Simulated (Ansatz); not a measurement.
**KCdCuSe2: relaxing a made-up structure**

Starting from a made-up structure for KCdCuSe2, the aim is the relaxed cell, its shortest contacts and, where a second run follows, its electronic structure.

Main program and level: Ansatz 0.2.0; DFT, PBE, plane-wave PAW, files of the set soft_1, scalar-relativistic, ferromagnetic start, cell and ions relaxed at zero pressure; PAW set soft_1, in the first sound run; inputs show where later runs differ.

### 1. Set-up

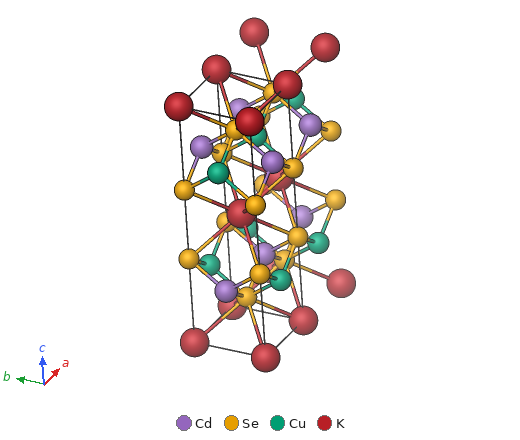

The cell as given, from a free direction (cadmium purple, selenium orange, copper teal, potassium red). 2×1×1 cells are drawn. This picture shows the conventional cell, with its axes. Some periodic images of atoms are drawn too.

### 2. Relaxation of the guess

The guess takes its coordinates from another compound and its volume from a rule, so the cell and any free coordinates are relaxed together.

Input file input.yaml:

```yaml
crystal:
  lattice:
    - [-2.0315, 2.0315, 6.8495]
    - [2.0315, -2.0315, 6.8495]
    - [2.0315, 2.0315, -6.8495]
  atoms:
    - { symbol: Cd, position: [0.75, 0.25, 0.5] }
    - { symbol: Se, position: [0.3542, 0.3542, 0.0] }
    - { symbol: Se, position: [0.6458, 0.6458, 0.0] }
    - { symbol: Cu, position: [0.25, 0.75, 0.5], spin: 0.6 }
    - { symbol: K, position: [0.0, 0.0, 0.0] }
magnetization:
  spin_polarized: true
kpoints:
  mp_grid: { grid: [9, 9, 9] }
scf:
  occupations: { method: fermi_dirac, width: 0.05 }
hamiltonian:
  xc: pbe
  pseudopotentials: { kind: paw, azcp: { folder: soft_1 } }
relax:
  f_tol: 0.015
  max_steps: 70
  cell: {}
output:
  forces: true
  stress: true
```

Run with:

```console
ansatz run input.yaml --threads 4 --pin off --max-ram 8192MiB --backend cpu --events-out ev --progress --plain --runs-dir out
```

Numbers of over 12 decimals in the logs are rounded to 6 here.

Output:

```text
basis.fft_grid_basis auto: the FFT boxes are laid along the combinations [[1, 0, 1], [0, 1, 1], [0, 0, 1]] of the cell's own vectors, 4.063, 4.063 and 7.428 Å long. The dense box has 30×30×50 points. Along the cell's own vectors, as sized, it would have 50×50×50, 2.78 times as many. Of the 8 symmetry operations that the crystal satisfies within crystal.symmetry.tolerance (time reversal apart; of a slab, those that ke [...]
Engine: ansatz 0.2.0, x86_64-unknown-linux-gnu
Pseudopotentials: kind: paw
Pseudopotential: Cd, paw, valence charge 20, recommended cutoff 420 eV (normal), soft_1/Cd.paw.azcp
Pseudopotential: Se, paw, valence charge 16, recommended cutoff 420 eV (normal), soft_1/Se.paw.azcp
Pseudopotential: Cu, paw, valence charge 19, recommended cutoff 420 eV (normal), soft_1/Cu.paw.azcp
Pseudopotential: K, paw, valence charge 9, recommended cutoff 420 eV (normal), soft_1/K.paw.azcp
Functional definition: PBE
  parameter kappa = 0.804
  parameter beta = 0.066725
  exchange = pbe_x(kappa = kappa, mu = beta*pi^2/3)
  correlation = pbe_c(beta = beta)
Crystal: 5 atoms, lattice volume = 113.071 Å³
Basis set: ecut = 420 eV, 2235 PW (Γ), FFT grids on a1+a3, a2+a3, a3, exchange–correlation on 60×60×100 points (8 copies of the dense FFT grid, shifted against one another)
Bands: 49, of which v1, the nominal top of the filled ones, is band 40 counted from 1 (39 counted from 0)
Symmetry: 8 space group operations
Space group: I-4m2 (ITA 119), of the structure as read, at distance tolerance 4.8e-5 Å
Magnetic group: BNS 119.315 (UNI 975), of the structure as read, at distance tolerance 4.8e-5 Å
k-points: 75 of 729 (time reversal used)
Non-local potential: Cd, projectors of the file, l = 0: 3, l = 1: 2, l = 2: 2, l = 3: 1
Non-local potential: Se, projectors of the file, l = 0: 2, l = 1: 2, l = 2: 3, l = 3: 1
Non-local potential: Cu, projectors of the file, l = 0: 3, l = 1: 2, l = 2: 3, l = 3: 1
Non-local potential: K, projectors of the file, l = 0: 3, l = 1: 2, l = 2: 2
PAW form: soft (Blöchl's): semilocal exchange-correlation on the pseudo side does not see the compensation charge
PAW one-centre angular grid: Cd, 590 points (default); XC on 64 Gauss nodes
PAW one-centre angular grid: Se, 590 points (default); XC on 64 Gauss nodes
PAW one-centre angular grid: Cu, 590 points (default); XC on 64 Gauss nodes
PAW one-centre angular grid: K, 110 points (default); XC on 64 Gauss nodes
Initial density: superposition of atomic densities (chi_scale 0.1, normalization cell, long waves kept (reshape's long-wave potential 0.05 eV rms))
Starting moments: Σ|m| = 0.6 μB on 1 of 5 sites
Initial wavefunctions: pseudopotential atomic-orbital guess
Functional: x = pbe(κ = 0.804, μ = 0.219515), c = pbe(β = 0.066725)
SCF iter   1: F=—  HF=-27359.195207 eV  |F-HF|=—  |Δ(HF+E_count)|=         —  Δρ=3.42e-2 (↑3.14e-2 ↓3.42e-2)  dr2=3.21e0  dr2_m=6.97e-1  M=0.001 μB ∫|m|=0.113 μB  β_m=0.30  ethr=3.10e-3  ⟨swp⟩=7.6  Hψ=28632  notcnv=0  defer=4
preconditioner: auto → Resta (q_TF=auto, 2.575 Å⁻¹)  ε∞=4.9  [insulator: Δε(μ)=0.278 eV  Ē_g=11.400 eV  σ=0.050 eV  W_gap=0.73  n_scr=32 (ndim 8)  ℏωp=22.6 eV  f_vac=0.067  D(μ)=0.02/eV (n_scr^D=0)  ε∞_Penn≈4.9]
spin=Collinear: Resta preconditioning applied to the charge; magnetization (m = ρ↑ − ρ↓) channel mixes plain (no charge-response kernel on spin).
SCF iter   2: F=—  HF=-27358.627955 eV  |F-HF|=—  |Δ(HF+E_count)|=   5.67e-1  Δρ=2.44e-2 (↑2.44e-2 ↓2.26e-2)  dr2=1.59e0  dr2_m=3.72e-1  M=0.000 μB ∫|m|=0.089 μB  β_m=0.30  ethr=3.10e-3  ⟨swp⟩=2.1  Hψ=9411  notcnv=0  defer=500
SCF iter   3: F=—  HF=-27358.093534 eV  |F-HF|=—  |Δ(HF+E_count)|=   5.34e-1  Δρ=1.49e-2 (↑1.49e-2 ↓1.42e-2)  dr2=8.57e-2  dr2_m=2.03e-1  M=0.000 μB ∫|m|=0.066 μB  β_m=0.30  ethr=1.98e-3  ⟨swp⟩=3.9  Hψ=14356  notcnv=0  defer=513
SCF iter   4: F=—  HF=-27358.083837 eV  |F-HF|=—  |Δ(HF+E_count)|=   9.70e-3  Δρ=1.22e-2 (↑1.22e-2 ↓9.21e-3)  dr2=4.46e-2  dr2_m=1.10e-1  M=0.000 μB ∫|m|=0.051 μB  β_m=0.30  ethr=1.07e-4  ⟨swp⟩=3.7  Hψ=13803  notcnv=0  defer=527
SCF iter   5: F=—  HF=-27358.086172 eV  |F-HF|=—  |Δ(HF+E_count)|=   2.34e-3  Δρ=8.47e-3 (↑6.87e-3 ↓8.47e-3)  dr2=6.69e-3  dr2_m=6.01e-2  M=0.000 μB ∫|m|=0.038 μB  β_m=0.30  ethr=5.58e-5  ⟨swp⟩=2.6  Hψ=12891  notcnv=0  defer=524
SCF iter   6: F=—  HF=-27358.086915 eV  |F-HF|=—  |Δ(HF+E_count)|=   7.43e-4  Δρ=6.11e-3 (↑5.19e-3 ↓6.11e-3)  dr2=2.50e-3  dr2_m=3.27e-2  M=0.000 μB ∫|m|=0.029 μB  β_m=0.30  ethr=8.36e-6  ⟨swp⟩=2.2  Hψ=10812  notcnv=0  defer=512
SCF iter   7: F=—  HF=-27358.088635 eV  |F-HF|=—  |Δ(HF+E_count)|=   1.72e-3  Δρ=4.53e-3 (↑3.81e-3 ↓4.53e-3)  dr2=8.55e-4  dr2_m=1.79e-2  M=0.000 μB ∫|m|=0.023 μB  β_m=0.30  ethr=3.13e-6  ⟨swp⟩=2.0  Hψ=11637  notcnv=0  defer=512
Mixer restart at iter 7: flushing history
spin-set hold released at iteration 7 (site moments contracting): the magnetisation degrees of freedom join the quasi-Newton model from the next iteration; the mixer history was flushed
SCF iter   8: F=—  HF=-27358.089477 eV  |F-HF|=—  |Δ(HF+E_count)|=   8.42e-4  Δρ=3.23e-3 (↑2.94e-3 ↓3.23e-3)  dr2=3.30e-4  dr2_m=9.82e-3  M=0.000 μB ∫|m|=0.018 μB  β_m=0.65  ethr=1.07e-6  ⟨swp⟩=1.5  Hψ=7458  notcnv=0  defer=512
SCF iter   9: F=—  HF=-27358.090918 eV  |F-HF|=—  |Δ(HF+E_count)|=   1.44e-3  Δρ=7.05e-4 (↑5.04e-4 ↓7.05e-4)  dr2=1.02e-3  dr2_m=1.13e-5  M=-0.000 μB ∫|m|=0.003 μB  β_m=0.50  ethr=4.13e-7  ⟨swp⟩=2.2  Hψ=12872  notcnv=0  defer=512
SCF iter  10: F=—  HF=-27358.090646 eV  |F-HF|=—  |Δ(HF+E_count)|=   2.71e-4  Δρ=1.84e-4 (↑1.84e-4 ↓1.03e-4)  dr2=4.69e-5  dr2_m=3.14e-6  M=-0.000 μB ∫|m|=0.002 μB  β_m=0.60  ethr=4.13e-7  ⟨swp⟩=2.0  Hψ=13268  notcnv=0  defer=512
SCF iter  11: F=—  HF=-27358.090641 eV  |F-HF|=—  |Δ(HF+E_count)|=   5.49e-6  Δρ=6.31e-5 (↑6.31e-5 ↓3.51e-5)  dr2=6.31e-6  dr2_m=6.21e-7  M=-0.000 μB ∫|m|=0.001 μB  β_m=0.80  ethr=5.86e-8  ⟨swp⟩=2.0  Hψ=8628  notcnv=0  defer=512
SCF iter  12: F=—  HF=-27358.090646 eV  |F-HF|=—  |Δ(HF+E_count)|=   5.46e-6  Δρ=6.90e-6 (↑6.32e-6 ↓6.90e-6)  dr2=2.54e-7  dr2_m=4.10e-9  M=0.000 μB ∫|m|=0.000 μB  β_m=0.72  ethr=7.89e-9  ⟨swp⟩=2.1  Hψ=10546  notcnv=0  defer=512
SCF iter  13: F=—  HF=-27358.090646 eV  |F-HF|=—  |Δ(HF+E_count)|=   1.24e-7  Δρ=7.78e-6 (↑7.39e-6 ↓7.78e-6)  dr2=2.35e-7  dr2_m=2.02e-9  M=0.000 μB ∫|m|=0.000 μB  β_m=0.86  ethr=1.25e-10  ⟨swp⟩=4.0  Hψ=25727  notcnv=0
SCF iter  14: F=—  HF=-27358.090647 eV  |F-HF|=—  |Δ(HF+E_count)|=   1.83e-7  Δρ=2.27e-6 (↑2.27e-6 ↓1.91e-6)  dr2=2.40e-8  dr2_m=3.93e-10  M=-0.000 μB ∫|m|=0.000 μB  β_m=0.74  ethr=1.25e-10  ⟨swp⟩=2.0  Hψ=25561  notcnv=0
[...]
relax step   4: F+E_penalty+E_count = -27358.82773787 eV  Δ(F+E_penalty+E_count) = -2.159e-3 eV  max|allowed force component| = 7.317e-3 eV/Å  Δτ_max = 0.0080 Å  P = +0.005 GPa  Ω = 127.221 Å³  energy of the carried Pulay correction = -3.578e-3 eV  (6 SCF iters, dr2 threshold 5.00e-7 eV, accepted)
[...]
relax step   5: F+E_penalty+E_count = -27358.82775932 eV  Δ(F+E_penalty+E_count) = -2.144e-5 eV  max|allowed force component| = 7.307e-3 eV/Å  Δτ_max = 0.0038 Å  P = +0.010 GPa  Ω = 127.413 Å³  energy of the carried Pulay correction = -3.622e-3 eV  (8 SCF iters, dr2 threshold 7.81e-9 eV, accepted)
Basis set: ecut = 420 eV, 2451 PW (Γ), FFT grids on a1+a3, a2+a3, a3, exchange–correlation on 60×60×108 points (8 copies of the dense FFT grid, shifted against one another)
Initial wavefunctions: pseudopotential atomic-orbital guess (no wavefunctions were taken with the density)
iter 1 solved again at ethr=5.87e-7 eV; its pass at ethr=3.10e-3 eV (dr2=4.69e-4 eV) is discarded
SCF iter   1: F=—  HF=-27358.756551 eV  |F-HF|=—  |Δ(HF+E_count)|=         —  Δρ=9.43e-4 (↑9.43e-4 ↓9.43e-4)  dr2=3.37e-4  dr2_m=1.82e-13  M=-0.000 μB ∫|m|=0.000 μB  β_m=0.30  ethr=5.87e-7  ⟨swp⟩=2.7  Hψ=44270  notcnv=0
preconditioner: auto → Resta (q_TF=auto, 2.525 Å⁻¹)  ε∞=4.6  [insulator: Δε(μ)=0.570 eV  Ē_g=11.268 eV  σ=0.050 eV  W_gap=0.98  n_scr=32 (ndim 8)  ℏωp=21.3 eV  f_vac=0.139  D(μ)=0.00/eV (n_scr^D=0)  ε∞_Penn≈4.6]
spin=Collinear: Resta preconditioning applied to the charge; magnetization (m = ρ↑ − ρ↓) channel mixes plain (no charge-response kernel on spin).
SCF iter   2: F=—  HF=-27358.792394 eV  |F-HF|=—  |Δ(HF+E_count)|=   3.58e-2  Δρ=6.56e-4 (↑6.56e-4 ↓6.56e-4)  dr2=8.43e-5  dr2_m=1.08e-13  M=0.000 μB ∫|m|=0.000 μB  β_m=0.53  ethr=4.21e-7  ⟨swp⟩=2.0  Hψ=10486  notcnv=0
SCF iter   3: F=—  HF=-27358.828264 eV  |F-HF|=—  |Δ(HF+E_count)|=   3.59e-2  Δρ=1.80e-4 (↑1.80e-4 ↓1.80e-4)  dr2=4.02e-5  dr2_m=3.62e-15  M=-0.000 μB ∫|m|=0.000 μB  β_m=0.53  ethr=1.05e-7  ⟨swp⟩=2.0  Hψ=14458  notcnv=0
SCF iter   4: F=—  HF=-27358.829726 eV  |F-HF|=—  |Δ(HF+E_count)|=   1.46e-3  Δρ=9.96e-5 (↑9.96e-5 ↓9.96e-5)  dr2=1.97e-5  dr2_m=2.61e-15  M=-0.000 μB ∫|m|=0.000 μB  β_m=0.47  ethr=5.03e-8  ⟨swp⟩=2.0  Hψ=13354  notcnv=0
SCF iter   5: F=—  HF=-27358.830176 eV  |F-HF|=—  |Δ(HF+E_count)|=   4.50e-4  Δρ=3.54e-5 (↑3.54e-5 ↓3.54e-5)  dr2=3.32e-6  dr2_m=5.77e-16  M=-0.000 μB ∫|m|=0.000 μB  β_m=0.55  ethr=2.46e-8  ⟨swp⟩=2.0  Hψ=8640  notcnv=0
SCF iter   6: F=—  HF=-27358.830246 eV  |F-HF|=—  |Δ(HF+E_count)|=   6.97e-5  Δρ=1.10e-5 (↑1.10e-5 ↓1.10e-5)  dr2=5.80e-7  dr2_m=9.55e-16  M=0.000 μB ∫|m|=0.000 μB  β_m=0.75  ethr=4.15e-9  ⟨swp⟩=2.0  Hψ=8994  notcnv=0
SCF iter   7: F=—  HF=-27358.830252 eV  |F-HF|=—  |Δ(HF+E_count)|=   6.04e-6  Δρ=3.48e-6 (↑3.48e-6 ↓3.48e-6)  dr2=4.09e-8  dr2_m=2.80e-16  M=0.000 μB ∫|m|=0.000 μB  β_m=0.87  ethr=7.25e-10  ⟨swp⟩=2.0  Hψ=10504  notcnv=0
SCF iter   8: F=—  HF=-27358.830252 eV  |F-HF|=—  |Δ(HF+E_count)|=   1.19e-7  Δρ=1.70e-6 (↑1.70e-6 ↓1.70e-6)  dr2=1.53e-8  dr2_m=2.17e-16  M=0.000 μB ∫|m|=0.000 μB  β_m=0.78  ethr=5.11e-11  ⟨swp⟩=2.0  Hψ=12604  notcnv=0
SCF iter   9: F=—  HF=-27358.830252 eV  |F-HF|=—  |Δ(HF+E_count)|=  7.28e-10  Δρ=4.44e-7 (↑4.44e-7 ↓4.44e-7)  dr2=1.57e-9  dr2_m=5.80e-17  M=0.000 μB ∫|m|=0.000 μB  β_m=0.75  ethr=1.91e-11  ⟨swp⟩=2.0  Hψ=12600  notcnv=0
SCF iter  10: F=—  HF=-27358.830249 eV  |F-HF|=—  |Δ(HF+E_count)|=   3.22e-6  Δρ=2.88e-7 (↑2.88e-7 ↓2.88e-7)  dr2=1.88e-10  dr2_m=1.45e-17  M=0.000 μB ∫|m|=0.000 μB  β_m=0.87  ethr=1.96e-12  ⟨swp⟩=2.0  Hψ=10762  notcnv=0
SCF iter  11: F=-27358.830249 eV  HF=-27358.830249 eV  |F-HF|=1.31e-10  |Δ(HF+E_count)|=   2.04e-9  Δρ=5.49e-8 (↑5.49e-8 ↓5.49e-8)  dr2=1.40e-11  dr2_m=1.57e-18  M=0.000 μB ∫|m|=0.000 μB  ethr=1.00e-12  ⟨swp⟩=4.0  Hψ=25925  notcnv=0
the starting moments were not kept: the SCF closed with an absolute magnetisation of 8.8e-10 μB, where they sum to 0.6 μB in size (1 site). That is at most 0.1 of that sum. Measured as dr2_m measures the in/out step, that magnetisation stands 0 eV from none, at or under the dr2_threshold of 5.0e-11 eV: it is no larger than a step whose dr2_m would equal this threshold.
SCF 6 converged in 11 iterations: F = -27358.830249 eV  dr2 = 1.40e-11
relax step   6: F+E_penalty+E_count = -27358.83024912 eV  Δ(F+E_penalty+E_count) = -2.490e-3 eV  max|allowed force component| = 6.512e-3 eV/Å  Δτ_max = 0.0000 Å  P = -0.013 GPa  Ω = 127.413 Å³  stress off target by 1.96e-2 GPa  SCF on the basis re-selected at this cell (its energy is not comparable with the rows above)  (11 SCF iters)
basis re-selected at this cell: Δ(F+E_penalty+E_count) = -2.490e-3 eV, ΔP = -0.023 GPa vs the last step (what re-selecting the basis moved, of the pressure what is left beyond the Pulay correction that the steps carried, after the strain that the cell walked since its last selection, with what the two solves' SCF thresholds leave and, on support functions, any second-order correction that the steps lacked; it is no measure of the basis error at this ecutwfc). The dense FFT grid was sized anew with the basis: this SCF ran on 30×30×54 points, the steps before it on 30×30×50, so part of this shift can come from that change (see relax.cell in the input reference). [rest of the remark cut]
SCF converged after 11 iterations
Magnetization: 0.0000 μB (40.0000 up, 40.0000 down)
Absolute magnetization: 0.0000 μB (∫|ρ↑−ρ↓|, with the PAW one-centre terms)
Spin contamination: 0.0000 ħ² per cell (⟨S²⟩ above its minimum at these occupations)
Per-site moments (μB) at R_I (Å): [(-1.0925733675895554e-11, 1.099481), (8.799444618208947e-11, 1.099481), (8.799463621948206e-11, 1.099481), (1.7591855949778423e-11, 1.099481), (-1.8106487125399463e-11, 1.470110)]
Free energy (F): -27358.830249 eV
Harris-Foulkes:  -27358.830249 eV  (|F-HF|=1.31e-10)
Internal energy: -27358.830195 eV  (E = F + TS)
E sigma→0 (E₀):  -27358.830222 eV
Entropy (-TS):   -0.000054 eV (-0.011 meV/atom)
Fermi energy:    8.088793 eV
--- Per-component energies (eV) ---
  E_band       = -1868.975849
  E_kinetic    = 1175.890031
  E_local      = -18180.337265  (includes V_loc(G=0)·N_el)
  E_nonlocal   = 326.751243
  E_hartree    = 8578.500909
  E_xc         = -529.954756
  E_vxc        = -629.687997  (∫ρ·V_xc dr)
  E_paw        = -10964.540830  (= ΣΔE_a)
  E_vpaw       = -1718.594468  (= ΣTr[D̂ρ^β])
  E_aug_tail   = 0.000563  (compensation charges beyond the density's cutoff)
  E_ewald      = -7765.140090
  E_smearing   = -0.000054  (= −TS)
  E_closure    = 0.000000  (closes the sum)
  Σ components = -27358.830249   (vs F -27358.830249, Δ=0.00e0)
--- Forces (eV/Å), atoms counted from 1 ---
  atom   1  Cd     0.00000000     0.00000000     0.00000000
  atom   2  Se    -0.00000000     0.00000000     0.00651228
  atom   3  Se     0.00000000     0.00000000    -0.00651228
  atom   4  Cu    -0.00000000     0.00000000     0.00000000
  atom   5  K     -0.00000000    -0.00000000    -0.00000000
  max |Σ_I F_I| component: 7.70e-18 eV/Å
--- Stress (GPa, compression-positive) ---
       -0.019572       0.000000       0.000000
        0.000000      -0.019572       0.000000
       -0.000000       0.000000      -0.001345
  P = ⅓ Tr σ = -0.0135 GPa (-0.135 kbar)
--- Relaxed structure (5 steps of the walk, 5 accepted, 1 SCFs on fresh bases) ---
  F+E_penalty+E_count = -27358.83024912 eV   max|allowed force component| = 6.512e-3 eV/Å   (the final SCF, on the basis selected at the relaxed cell)
  cell:  # Å, volume = 127.4132 Å³
    - [-2.108298, 2.108298, 7.166228]
    - [2.108298, -2.108298, 7.166228]
    - [2.108298, 2.108298, -7.166228]
  atoms:
    - { symbol: Cd, position: [0.750000, 0.250000, 0.500000] }
    - { symbol: Se, position: [0.363783, 0.363783, 0] }
    - { symbol: Se, position: [0.636217, 0.636217, 0] }
    - { symbol: Cu, position: [0.250000, 0.750000, 0.500000] }
    - { symbol: K, position: [0, 0, 0] }
```

Elapsed: 81 s, on 4 threads of Intel Xeon Platinum 8488C (Sapphire Rapids), shared host; peak memory 0.97 GiB; 5.3 min of CPU time.

The steps of the relaxation:

| step | energy less that of the first step (eV) | largest force component (eV/Å) | pressure (GPa) | volume (Å³) |
| --- | --- | --- | --- | --- |
| 1 | 0.0000 | 2.5111 | 11.20 | 113.07 |
| 2 | -0.7154 | 0.1713 | 1.42 | 122.69 |
| 3 | -0.7349 | 0.0272 | 0.37 | 125.78 |
| 4 | -0.7371 | 0.0073 | 0.01 | 127.22 |
| 5 | -0.7371 | 0.0073 | 0.01 | 127.41 |
| 6* | -0.7396 | 0.0065 | -0.01 | 127.41 |

Relaxation steps marked * repeat the geometry before them on a plane-wave basis chosen anew for their cell, so energy and pressure can jump there.

Forces are held to the 8 operations that the run works with; a distortion that breaks them can't arise in this run.

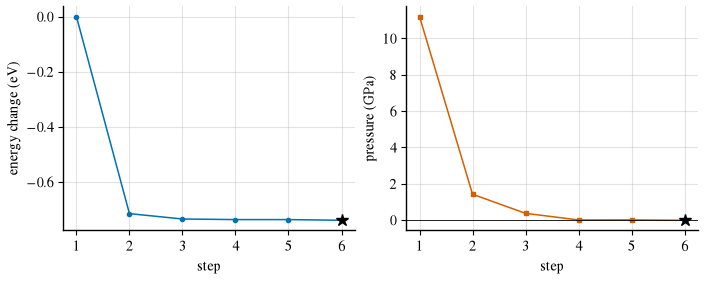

Energy and pressure along the relaxation. Stars mark steps on a basis chosen anew.

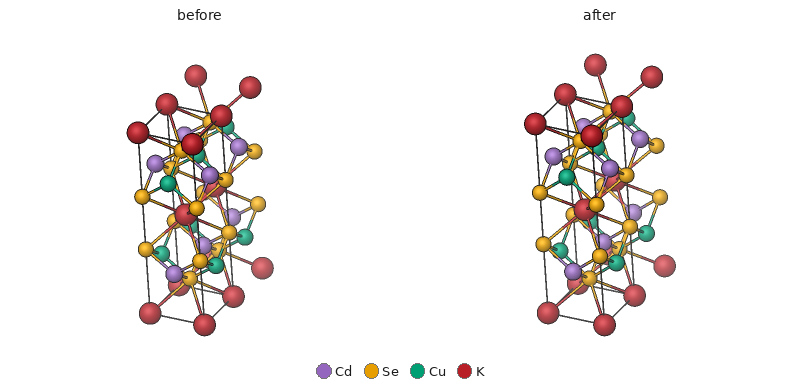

Before and after, at one scale.

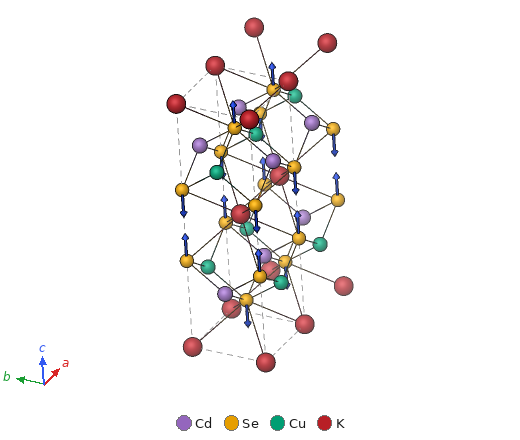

Displacements in the relaxation, exaggerated, measured against the changing cell; the longest in the cell stands for 0.14 Å. 2×1×1 conventional cells are drawn. Some periodic images of atoms are drawn too.

| conventional cell, symmetrised | before | after | change |
| --- | --- | --- | --- |
| a (Å) | 4.063 | 4.217 | +3.8 % |
| b (Å) | 4.063 | 4.217 | +3.8 % |
| c (Å) | 13.699 | 14.332 | +4.6 % |
| volume (Å³/atom) | 22.61 | 25.48 | +12.7 % |

The atoms that moved most (Å, as changes of fractional coordinates times the final cell):

| atom | dx | dy | dz | length |
| --- | --- | --- | --- | --- |
| Se2 | 0.000 | 0.000 | 0.137 | 0.137 |
| Se3 | 0.000 | 0.000 | -0.137 | 0.137 |

Final coordinates:

```cif
data_structure
_symmetry_space_group_name_H-M 'P 1'
_symmetry_Int_Tables_number 1
_cell_length_a 7.7617
_cell_length_b 7.7617
_cell_length_c 7.7617
_cell_angle_alpha 148.478
_cell_angle_beta 148.478
_cell_angle_gamma 45.181
_cell_volume 127.41
loop_
_atom_site_label
_atom_site_type_symbol
_atom_site_fract_x
_atom_site_fract_y
_atom_site_fract_z
_atom_site_occupancy
Cd1 Cd 0.75000 0.25000 0.50000 1
Se2 Se 0.36378 0.36378 0.00000 1
Se3 Se 0.63622 0.63622 0.00000 1
Cu4 Cu 0.25000 0.75000 0.50000 1
K5 K 0.00000 0.00000 0.00000 1
```

Numbers from this step:

```
free energy         : -27358.8302 eV
Fermi energy        : 8.089 eV
gap by band count   : 0.5493 eV
electrons           : 80
symmetry operations : 8
pressure            : -0.01350 GPa
```

Shortest distances by pair of elements, guess and relaxed (not always the same contact):

| pair | guess (Å) | relaxed (Å) |
| --- | --- | --- |
| Cu–Se | 2.483 | 2.665 |
| Cd–Se | 2.483 | 2.665 |
| Cd–Cu | 2.873 | 2.982 |
| K–Se | 3.499 | 3.564 |
| Se–Se | 3.995 | 3.905 |

The relaxation ends with a largest force component of 0.0065 eV/Å and a pressure of -0.01 GPa. No moment survives the cycle: this start ends non-magnetic.

(Continued in part 2 of 2.)

[Logs are printed without paths, hosts, clocks, repeated set-up lines and the standing remarks that a program may print on its own settings, such as how far it seeks lower states.]

[Hosts, paths, dates, database ids (printed as entryN), source tags and the programs' standing remarks are cut or masked in the printed files.]
